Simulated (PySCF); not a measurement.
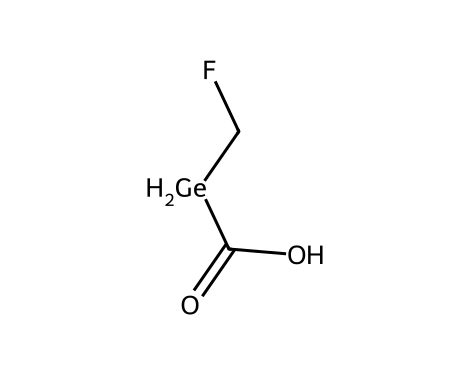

(Drawn from a calculation with PySCF.)

2D structure.

**Write the SMILES.**

O=[C](O)[GeH2][CH2]F

**Give the formula, hydrogens included.**

C2H5FGeO2.

**An optimisation with PBE0-D3(BJ)/def2-SVP gave a structure of which point group?**

C1. Other conformers may differ.
